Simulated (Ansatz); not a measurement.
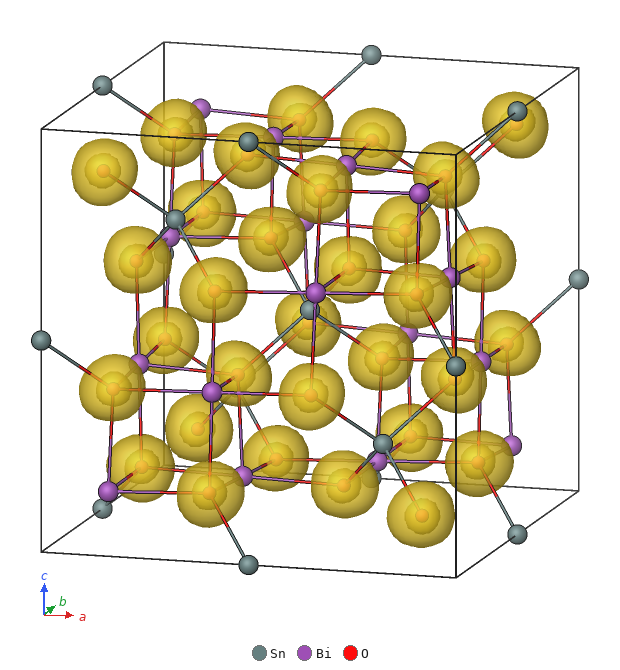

The picture shows: SnBi2O4. Isosurface of the electron localisation function at 0.75 (yellow), seen at an oblique angle. Core shells and regions of very low density are left out. Sticks mark near contacts.

Space group Fd-3m; a generated structure, not necessarily the stable one.

Computed with Ansatz, DFT PBE, scalar-relativistic, plane waves, PAW.

Core electrons are frozen (PAW), and the valence fields are smoothed inside the atomic spheres.

Identify the bonds, lone pairs and shells in this picture.

At this value the surface marks out 32 regions wrapped around O (the valence shell of each), counted in one cell of 56 atoms. Any copies at cell faces, edges or corners count once.

Values along the shortest contacts:
Sn–O (2.35 Å): the ELF is about 0.20 at the midpoint; no shared electron pair shows on this line. Bi–O (2.44 Å): the ELF is about 0.20 at the midpoint; no localised pair shows between them.
